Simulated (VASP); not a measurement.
Band structure of Sc (hcp). Calculation: vdW-DF2, VASP's PBE PAW potentials (set 64) (plane waves; VASP 6.6.1).

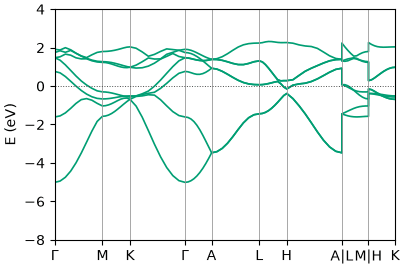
Fig. 1. Bands along high-symmetry lines, zero at the valence-band maximum or, without a gap, the Fermi level

Question: Read the plot: is there a gap, and where are the band edges?

Answer: It has no gap at this level: it comes out as a metal or semimetal. (Edges off the drawn lines would not show.)

The compound is Sc in the hcp structure. It was relaxed first.
